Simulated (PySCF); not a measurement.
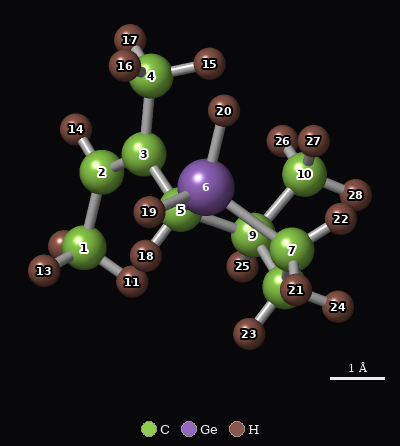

**Figure 1.** The input geometry (ball-and-stick view, seen at a tilt; atoms are numbered from 1 in the order of the input). Sticks mark near contacts.

Geometry relaxation of C9H18Ge (part 1 of 2)

- system: C9H18Ge
- method: PBE0-D3(BJ)/def2-SVP geometry optimisation, gas phase (PySCF 2.14.0)

It belongs to a series of runs on one base structure; here: constitutional isomer.

**Input file**
```
{"job": {"xc": "PBE0", "basis": "def2-SVP", "d3": "d3bj", "grid": 1, "shake": 0.01, "kind": "geom"}, "charge": 0, "multiplicity": 1}
C      2.834870    -1.367660    -0.466920
C      2.519290    -0.065200     0.247520
C      1.353140     0.601800     0.234470
C      1.275350     1.919460     0.950090
C      0.171150     0.101690    -0.521040
Ge    -1.211560     1.394390    -1.176010
C     -2.644760     0.046370    -0.962950
C     -1.888370    -1.233560    -0.620810
C     -0.678840    -0.925340     0.269440
C     -1.091620    -0.444370     1.641860
H      1.973000    -2.041480    -0.403470
H      3.699870    -1.821910    -0.043710
H      2.984120    -1.135780    -1.536430
H      3.345400     0.360320     0.801210
H      0.337790     1.933880     1.565170
H      1.164900     2.732870     0.222760
H      2.107940     2.121460     1.583500
H      0.528350    -0.392600    -1.407820
H     -0.969690     1.824630    -2.593750
H     -1.485890     2.667590    -0.396090
H     -3.283590    -0.090960    -1.861190
H     -3.318480     0.309880    -0.162070
H     -1.553140    -1.699840    -1.561520
H     -2.562870    -1.946570    -0.111990
H     -0.083470    -1.865390     0.382290
H     -0.225900    -0.301640     2.267140
H     -1.615520     0.494250     1.577540
H     -1.745700    -1.156580     2.115170
```

The first line tells a small driver script what to run in PySCF; the rest is the geometry in Å.

Command:
```bash
OMP_NUM_THREADS=1 python <driver script> task.json out
```

**What the program printed**
```
step   0  E = -2429.59372700  max force = 0.039285
step   1  E = -2429.60223526  max force = 0.006714
step   2  E = -2429.60255010  max force = 0.001216
step   3  E = -2429.60247247  max force = 0.002472
step   4  E = -2429.60263111  max force = 0.001282
step   5  E = -2429.60265524  max force = 0.001162
step   6  E = -2429.60269887  max force = 0.001127
step   7  E = -2429.60275466  max force = 0.000960
step   8  E = -2429.60296005  max force = 0.000700
step   9  E = -2429.60310712  max force = 0.000701
step  10  E = -2429.60319235  max force = 0.000826
step  11  E = -2429.60335155  max force = 0.000690
step  12  E = -2429.60349167  max force = 0.000723
step  13  E = -2429.60350591  max force = 0.000366
optimisation converged
```

**Trajectory as extended XYZ (Å, eV, eV/Å), 14 frames, from step=0 to step=13**
```
28
Properties=species:S:1:pos:R:3:forces:R:3 step=0 energy=-66112.61278
C     2.8349   -1.3677   -0.4669   -1.5445   1.5349  -0.2654
C     2.5193   -0.0652    0.2475   -0.0818  -0.7908  -0.3325
C     1.3531    0.6018    0.2345    1.0015   0.3973   0.1492
C     1.2753    1.9195    0.9501   -2.0201  -0.5006  -0.3057
C     0.1711    0.1017   -0.5210   -0.4822   0.5690   0.9635
Ge   -1.2116    1.3944   -1.1760   -0.1797  -0.7898   0.3470
C    -2.6448    0.0464   -0.9629    0.0122  -0.1144  -0.8927
C    -1.8884   -1.2336   -0.6208   -0.2735  -0.1819   0.1953
C    -0.6788   -0.9253    0.2694    0.1443  -0.5246  -0.6989
C    -1.0916   -0.4444    1.6419    0.3331  -0.2263  -0.6269
H     1.9730   -2.0415   -0.4035    0.0576  -0.2941  -0.0212
H     3.6999   -1.8219   -0.0437    0.9901  -0.6467   0.2945
H     2.9841   -1.1358   -1.5364    0.2507  -0.2854  -0.0066
H     3.3454    0.3603    0.8012    0.3501   0.3034   0.2950
H     0.3378    1.9339    1.5652    0.5672   0.2046  -0.1978
H     1.1649    2.7329    0.2228    0.0231   0.2467  -0.0955
H     2.1079    2.1215    1.5835    0.9996   0.1408   0.6635
H     0.5283   -0.3926   -1.4078    0.1846  -0.4293  -0.8223
H    -0.9697    1.8246   -2.5938    0.1491   0.1176  -0.7569
H    -1.4859    2.6676   -0.3961    0.0244   0.2671   0.3631
H    -3.2836   -0.0910   -1.8612    0.2717   0.1361   0.2143
H    -3.3185    0.3099   -0.1621   -0.4137   0.3747   0.5817
H    -1.5531   -1.6998   -1.5615    0.1072  -0.1407   0.0834
H    -2.5629   -1.9466   -0.1120    0.0929  -0.0917  -0.1172
H    -0.0835   -1.8654    0.3823   -0.1987   0.3907   0.0197
H    -0.2259   -0.3016    2.2671    0.6004   0.1146   0.5255
H    -1.6155    0.4943    1.5775   -0.4652   0.7929   0.0397
H    -1.7457   -1.1566    2.1152   -0.5005  -0.5741   0.4043
28
Properties=species:S:1:pos:R:3:forces:R:3 step=1 energy=-66112.84430
C     2.9255   -1.6406   -0.4589    0.2663  -0.1277   0.2918
C     2.6007   -0.3876    0.2915    0.1019   0.1411   0.0240
C     1.4156    0.2460    0.3157   -0.1840  -0.1036  -0.0329
C     1.2463    1.5276    1.0713    0.3453   0.1812   0.1847
C     0.2232   -0.3099   -0.4252    0.0765  -0.1823  -0.2990
Ge   -1.1860    0.8895   -1.1499    0.0470   0.1907  -0.1155
C    -2.6030   -0.4664   -0.9389   -0.0441   0.0424   0.1412
C    -1.8262   -1.7274   -0.5405    0.0483   0.0044  -0.0362
C    -0.6188   -1.3672    0.3380    0.0213   0.0331   0.0514
C    -1.0451   -0.8955    1.7212   -0.0632   0.0570   0.1257
H     2.0906   -2.3537   -0.4718   -0.0289  -0.0494  -0.0251
H     3.7999   -2.1512   -0.0075   -0.2447   0.0882  -0.1192
H     3.1930   -1.4259   -1.5041    0.0415   0.0175  -0.1552
H     3.4310    0.0795    0.8400   -0.0619  -0.0416  -0.0347
H     0.3754    1.5047    1.7408   -0.0977  -0.0053   0.0092
H     1.0912    2.3774    0.3815   -0.0096  -0.0402   0.0502
H     2.1356    1.7518    1.6921   -0.1762  -0.0356  -0.1751
H     0.5945   -0.8212   -1.3389   -0.0664   0.1058   0.1781
H    -0.9093    1.3025   -2.6252   -0.0403  -0.0725   0.2228
H    -1.4491    2.1755   -0.3266   -0.0092  -0.1020  -0.0858
H    -3.2054   -0.6146   -1.8437   -0.0263   0.0063  -0.0703
H    -3.2957   -0.1556   -0.1376    0.0678   0.0204  -0.0830
H    -1.4556   -2.2290   -1.4512   -0.0029  -0.0074   0.0068
H    -2.4743   -2.4547   -0.0243    0.0004  -0.0317   0.0113
H     0.0020   -2.2700    0.4748   -0.0054  -0.0290  -0.0094
H    -0.1710   -0.7304    2.3711   -0.0507  -0.0118  -0.0291
H    -1.6097    0.0541    1.6790    0.0349  -0.0811   0.0102
H    -1.6949   -1.6409    2.2107    0.0605   0.0333  -0.0369
28
Properties=species:S:1:pos:R:3:forces:R:3 step=2 energy=-66112.85287
C     2.9523   -1.6337   -0.4566    0.0004   0.0067   0.0408
C     2.5985   -0.3823    0.2882    0.0416  -0.0291  -0.0525
C     1.4061    0.2396    0.3091    0.0194  -0.0214   0.0360
C     1.2569    1.5238    1.0717   -0.0322   0.0377   0.0625
C     0.2137   -0.3170   -0.4298    0.0542  -0.0398  -0.0395
Ge   -1.1879    0.8887   -1.1569    0.0295   0.0311   0.0061
C    -2.6093   -0.4587   -0.9418   -0.0168  -0.0329   0.0178
C    -1.8381   -1.7240   -0.5376   -0.0148   0.0146  -0.0059
C    -0.6297   -1.3684    0.3418    0.0119   0.0353   0.0327
C    -1.0537   -0.8994    1.7291   -0.0033   0.0170   0.0058
H     2.1248   -2.3571   -0.4904   -0.0183   0.0013  -0.0246
H     3.8138   -2.1383    0.0074   -0.0367   0.0054  -0.0024
H     3.2406   -1.4162   -1.5010    0.0025   0.0001   0.0040
H     3.4152    0.0904    0.8475    0.0076  -0.0009  -0.0204
H     0.3887    1.5050    1.7492   -0.0141   0.0066  -0.0113
H     1.0976    2.3750    0.3877   -0.0204   0.0042  -0.0037
H     2.1519    1.7408    1.6749   -0.0280  -0.0166  -0.0394
H     0.5808   -0.8285   -1.3377    0.0042   0.0051   0.0355
H    -0.9104    1.2872   -2.6207    0.0055  -0.0095  -0.0023
H    -1.4539    2.1737   -0.3486   -0.0099   0.0036   0.0028
H    -3.2102   -0.6058   -1.8506    0.0093   0.0022  -0.0014
H    -3.2998   -0.1347   -0.1477    0.0079   0.0057  -0.0057
H    -1.4686   -2.2296   -1.4464   -0.0039  -0.0011   0.0018
H    -2.4881   -2.4499   -0.0200   -0.0034  -0.0031  -0.0044
H    -0.0130   -2.2749    0.4768   -0.0046  -0.0052  -0.0138
H    -0.1801   -0.7368    2.3775    0.0017   0.0015  -0.0055
H    -1.6199    0.0466    1.6936   -0.0030  -0.0100  -0.0057
H    -1.6981   -1.6488    2.2149    0.0139  -0.0085  -0.0075
28
Properties=species:S:1:pos:R:3:forces:R:3 step=3 energy=-66112.85075
C     2.9087   -1.6323   -0.4723   -0.0004   0.0357  -0.0632
C     2.6040   -0.3799    0.2924   -0.1271  -0.0130  -0.0524
C     1.4137    0.2468    0.3218   -0.0267   0.0645   0.0499
C     1.2328    1.5317    1.0820   -0.0315  -0.1069  -0.0172
C     0.2315   -0.3180   -0.4225   -0.0532   0.0418   0.0544
Ge   -1.1644    0.8849   -1.1628   -0.0054  -0.0660   0.0558
C    -2.5862   -0.4623   -0.9484    0.0044  -0.0481  -0.0508
C    -1.8172   -1.7257   -0.5321   -0.0363   0.0177   0.0130
C    -0.6132   -1.3655    0.3522   -0.0121   0.0293  -0.0021
C    -1.0433   -0.8946    1.7375    0.0249  -0.0230  -0.0454
H     2.0536   -2.3241   -0.5165    0.0305   0.0377   0.0000
H     3.7476   -2.1769   -0.0225    0.0914  -0.0596   0.0549
H     3.2005   -1.4097   -1.5169   -0.0015  -0.0102   0.0695
H     3.4333    0.0701    0.8496    0.0305   0.0277  -0.0120
H     0.3568    1.4967    1.7511    0.0511  -0.0082  -0.0270
H     1.0580    2.3769    0.3954   -0.0003   0.0041  -0.0263
H     2.1172    1.7682    1.6856    0.0828   0.0198   0.0648
H     0.6056   -0.8313   -1.3222    0.0069  -0.0330  -0.0520
H    -0.8773    1.2704   -2.6214    0.0238   0.0234  -0.1088
H    -1.4424    2.1720   -0.3681   -0.0119   0.0475   0.0340
H    -3.1798   -0.6138   -1.8622    0.0178   0.0001   0.0285
H    -3.2808   -0.1296   -0.1635   -0.0261  -0.0016   0.0335
H    -1.4424   -2.2356   -1.4363   -0.0006   0.0002  -0.0017
H    -2.4693   -2.4508   -0.0153   -0.0033   0.0117  -0.0079
H     0.0039   -2.2715    0.4913   -0.0091   0.0029  -0.0054
H    -0.1729   -0.7257    2.3873    0.0208   0.0060   0.0095
H    -1.6163    0.0456    1.6992   -0.0258   0.0234  -0.0096
H    -1.6814   -1.6491    2.2212   -0.0137  -0.0240   0.0140
28
Properties=species:S:1:pos:R:3:forces:R:3 step=4 energy=-66112.85507
C     2.9365   -1.6324   -0.4653   -0.0379   0.0210  -0.0362
C     2.6017   -0.3812    0.2879   -0.0351   0.0066  -0.0097
C     1.4093    0.2416    0.3157   -0.0022   0.0034   0.0211
C     1.2383    1.5250    1.0784   -0.0241  -0.0484  -0.0079
C     0.2232   -0.3200   -0.4266   -0.0109   0.0188   0.0338
Ge   -1.1723    0.8865   -1.1623   -0.0041  -0.0372   0.0298
C    -2.5970   -0.4579   -0.9453    0.0000  -0.0226  -0.0250
C    -1.8302   -1.7228   -0.5325   -0.0188   0.0117   0.0086
C    -0.6226   -1.3660    0.3486   -0.0068   0.0165  -0.0052
C    -1.0481   -0.8954    1.7348    0.0142  -0.0131  -0.0199
H     2.0945   -2.3387   -0.5143    0.0014   0.0186  -0.0099
H     3.7813   -2.1599   -0.0019    0.0376  -0.0245   0.0350
H     3.2358   -1.4111   -1.5069    0.0065  -0.0031   0.0359
H     3.4235    0.0798    0.8481    0.0239   0.0255  -0.0138
H     0.3660    1.4931    1.7510    0.0250  -0.0034  -0.0090
H     1.0649    2.3722    0.3933   -0.0012   0.0020  -0.0134
H     2.1277    1.7560    1.6796    0.0379   0.0084   0.0312
H     0.5941   -0.8339   -1.3285    0.0092  -0.0251  -0.0257
H    -0.8876    1.2734   -2.6238    0.0147   0.0129  -0.0659
H    -1.4453    2.1745   -0.3647   -0.0063   0.0279   0.0204
H    -3.1933   -0.6073   -1.8571    0.0081   0.0001   0.0122
H    -3.2892   -0.1246   -0.1576   -0.0121  -0.0039   0.0175
H    -1.4591   -2.2328   -1.4381   -0.0006  -0.0007  -0.0014
H    -2.4828   -2.4465   -0.0147   -0.0022   0.0068  -0.0032
H    -0.0075   -2.2736    0.4853   -0.0049  -0.0010  -0.0061
H    -0.1753   -0.7289    2.3826    0.0093   0.0055   0.0038
H    -1.6192    0.0467    1.6980   -0.0158   0.0091  -0.0055
H    -1.6871   -1.6490    2.2197   -0.0046  -0.0119   0.0084
28
Properties=species:S:1:pos:R:3:forces:R:3 step=5 energy=-66112.85573
C     2.9421   -1.6271   -0.4590    0.0276  -0.0161   0.0093
C     2.6035   -0.3748    0.2888   -0.0264  -0.0597  -0.0513
C     1.4078    0.2403    0.3137    0.0264   0.0259   0.0545
C     1.2470    1.5210    1.0805   -0.0470   0.0240  -0.0107
C     0.2203   -0.3216   -0.4283    0.0225   0.0071   0.0159
Ge   -1.1752    0.8844   -1.1670    0.0016   0.0059  -0.0037
C    -2.6021   -0.4588   -0.9468    0.0011   0.0070   0.0007
C    -1.8363   -1.7230   -0.5332    0.0049   0.0034  -0.0029
C    -0.6272   -1.3667    0.3463   -0.0034   0.0021   0.0005
C    -1.0517   -0.8968    1.7323    0.0041  -0.0003   0.0040
H     2.0989   -2.3312   -0.5143   -0.0015   0.0097  -0.0073
H     3.7834   -2.1548    0.0146   -0.0085  -0.0095   0.0040
H     3.2511   -1.4081   -1.4969    0.0211  -0.0001  -0.0002
H     3.4241    0.0937    0.8460   -0.0047   0.0055  -0.0242
H     0.3797    1.4907    1.7582   -0.0063   0.0054   0.0104
H     1.0730    2.3705    0.3977   -0.0051   0.0057   0.0038
H     2.1420    1.7467    1.6781   -0.0088  -0.0043  -0.0062
H     0.5912   -0.8381   -1.3302    0.0029   0.0009   0.0059
H    -0.8893    1.2689   -2.6334   -0.0001  -0.0047   0.0060
H    -1.4476    2.1757   -0.3699    0.0036  -0.0028  -0.0021
H    -3.1989   -0.6091   -1.8574   -0.0017   0.0011  -0.0029
H    -3.2938   -0.1250   -0.1580    0.0027  -0.0013  -0.0009
H    -1.4668   -2.2343   -1.4388    0.0001  -0.0030   0.0001
H    -2.4896   -2.4451   -0.0143    0.0006   0.0012   0.0019
H    -0.0127   -2.2747    0.4820   -0.0041  -0.0050  -0.0040
H    -0.1782   -0.7279    2.3791   -0.0023   0.0051  -0.0017
H    -1.6257    0.0441    1.6952   -0.0037  -0.0032  -0.0006
H    -1.6886   -1.6521    2.2186    0.0046   0.0001   0.0017
28
Properties=species:S:1:pos:R:3:forces:R:3 step=6 energy=-66112.85691
C     2.9583   -1.6285   -0.4560   -0.0325  -0.0098   0.0039
C     2.6024   -0.3761    0.2830    0.0579   0.0226   0.0350
C     1.4064    0.2385    0.3135   -0.0187  -0.0419  -0.0101
C     1.2380    1.5174    1.0819    0.0137   0.0231  -0.0183
C     0.2195   -0.3242   -0.4284   -0.0017  -0.0070   0.0002
Ge   -1.1720    0.8838   -1.1721   -0.0041   0.0179  -0.0257
C    -2.6041   -0.4541   -0.9477    0.0045   0.0244   0.0063
C    -1.8426   -1.7195   -0.5314    0.0165  -0.0038  -0.0077
C    -0.6314   -1.3659    0.3467   -0.0044  -0.0101  -0.0021
C    -1.0537   -0.8957    1.7330   -0.0020  -0.0009   0.0111
H     2.1161   -2.3315   -0.5314   -0.0068   0.0002  -0.0120
H     3.7883   -2.1562    0.0381   -0.0278   0.0045   0.0010
H     3.2924   -1.4100   -1.4859    0.0247   0.0052  -0.0099
H     3.4208    0.0988    0.8383    0.0028   0.0077  -0.0137
H     0.3729    1.4805    1.7616   -0.0095  -0.0011   0.0115
H     1.0557    2.3661    0.3999    0.0030  -0.0023   0.0110
H     2.1333    1.7484    1.6775   -0.0158  -0.0004  -0.0088
H     0.5908   -0.8441   -1.3286    0.0013   0.0066   0.0111
H    -0.8828    1.2619   -2.6420   -0.0098  -0.0111   0.0435
H    -1.4418    2.1794   -0.3786    0.0079  -0.0192  -0.0168
H    -3.2012   -0.6047   -1.8579   -0.0073   0.0007  -0.0069
H    -3.2945   -0.1162   -0.1592    0.0068   0.0000  -0.0079
H    -1.4757   -2.2340   -1.4362    0.0015  -0.0035   0.0016
H    -2.4983   -2.4381   -0.0109    0.0015  -0.0010   0.0044
H    -0.0196   -2.2759    0.4815   -0.0013  -0.0043  -0.0014
H    -0.1791   -0.7235    2.3776   -0.0069   0.0037  -0.0027
H    -1.6314    0.0431    1.6958    0.0012  -0.0062   0.0030
H    -1.6867   -1.6530    2.2214    0.0055   0.0058   0.0002
```
